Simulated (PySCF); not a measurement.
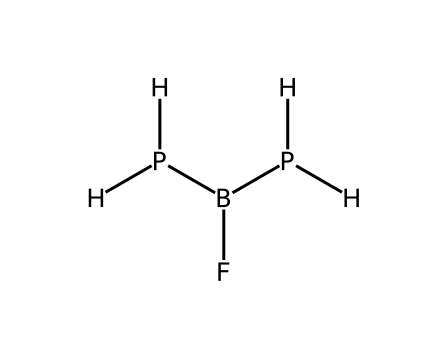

The computed structure is the end point of a GFN2-xTB optimisation. No frequency run is at hand to confirm it as a minimum. Method: CAM-B3LYP/def2-SVPD, gas phase (PySCF 2.14.0). Excitations: vertical, linear response.

> What is the lowest vertical singlet excitation?

4.97 eV.

> What is the mean static polarisability?

68.3 bohr³.

> Give the HOMO energy (Kohn–Sham orbital) at this level.

−8.50 eV.

> What is the brightest of the 8 lowest singlets?

7.44 eV.

The geometry is semi-empirical. Around B, P such bond lengths and angles can be off by a tenth of an ångström or more and by several degrees, and values that hang on the shape move with them.
